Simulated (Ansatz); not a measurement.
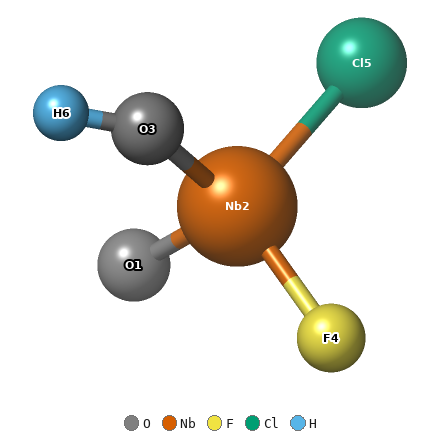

The system is ClFHNbO2, SMILES [O]=[Nb]([OH])([F])[Cl]; the picture shows the reference structure. First axis: bond length O3–H6. Second axis: angle H6–O3–Nb2. Nothing is relaxed (all other coordinates rigid). The scan uses a 9 × 9 grid. Points are written as (first, second). Energies: kcal/mol, counted from the relaxed molecule at the same level. Level of theory: RKS CAM-B3LYP-D4/def2-SVP (Ansatz).

Its coordinates:

```yaml
atoms:
  - { symbol: O, position_ang: [-1.5432, -0.1832, 0.8798] }
  - { symbol: Nb, position_ang: [-0.3277, 0.0424, -0.2617] }
  - { symbol: O, position_ang: [1.2996, -0.3999, 0.5401] }
  - { symbol: F, position_ang: [-0.6650, -1.0888, -1.7021] }
  - { symbol: Cl, position_ang: [-0.3244, 2.2570, -0.9106] }
  - { symbol: H, position_ang: [1.6028, -0.6915, 1.4083] }
```

Range: bond length O3–H6 from 0.849 to 1.206 Å; angle H6–O3–Nb2 from 92.0 to 179.0°.

Predict the map.

Answer. The lowest grid point is at (0.983 Å, 135.5°), 0.20 kcal/mol from the relaxed molecule at the same level. It is the only kind of minimum in the scanned range. The highest grid point, (1.206 Å, 92.0°), lies 26.7 kcal/mol above the lowest.

```tsv
angle H6–O3–Nb2 ↓, bond length O3–H6 →	0.849	0.894	0.938	0.983	1.027	1.072	1.117	1.161	1.206
179.0	12.3	5.4	2.6	2.6	4.8	8.6	13.6	19.3	25.6
168.1	11.7	4.7	1.9	1.9	4.0	7.8	12.8	18.4	24.7
157.3	11.1	4.1	1.1	1.1	3.2	6.9	11.8	17.3	23.5
146.4	10.8	3.7	0.6	0.4	2.4	6.0	10.8	16.3	22.4
135.5	10.9	3.7	0.5	0.2	2.1	5.5	10.2	15.5	21.5
124.7	11.7	4.3	1.0	0.6	2.3	5.7	10.2	15.4	21.3
113.8	13.5	6.0	2.6	2.0	3.5	6.7	11.1	16.2	21.9
102.9	17.0	9.2	5.5	4.7	6.1	9.1	13.2	18.1	23.6
92.0	22.5	14.6	10.7	9.6	10.7	13.4	17.2	21.7	26.9
```

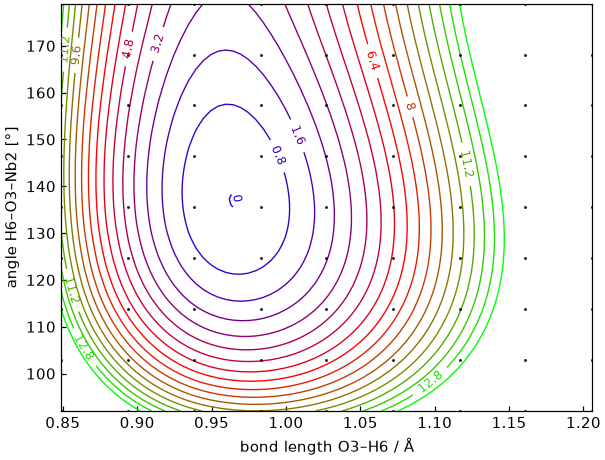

Drawn: contour lines labelled in kcal/mol (none above 13.6), dots at the grid points. Between grid points the surface is interpolated.

The whole map (81 points run) took 10 min on 1 thread of Arm Neoverse V1, with other jobs on the host.
